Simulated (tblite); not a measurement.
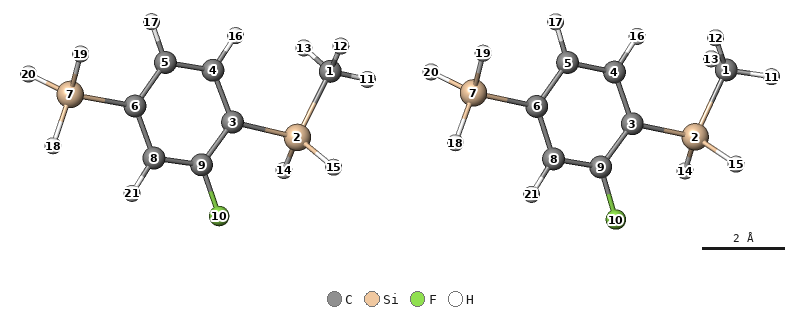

Two geometries of C7H11FSi2, drawn at one scale. One is the start of a relaxation, the other its converged end. A ball-and-stick model, seen at a tilt.

Level of theory: GFN2-xTB geometry optimisation, gas phase (tblite 0.8.0). 

Which geometry has the lower energy?

The left one is the relaxed one. The energy falls by 30.3 kJ/mol in 81 geometry steps. H12 moves most after the best rigid fit: 0.66 Å. Largest moves by element: H 0.66 Å, F 0.13 Å, C 0.12 Å, Si 0.09 Å. Near-neighbour distances that change, for instance: C1–H11 1.128 → 1.085 Å, C1–H13 1.119 → 1.086 Å, Si2–H15 1.501 → 1.468 Å, C1–Si2 1.864 → 1.897 Å. Bond angles that change, for instance: H18–Si7–H19 104.0° → 110.4°, C1–Si2–H15 104.6° → 110.2°, Si2–C1–H13 106.4° → 111.8°. Groups turn about C1–Si2 by about 30°.
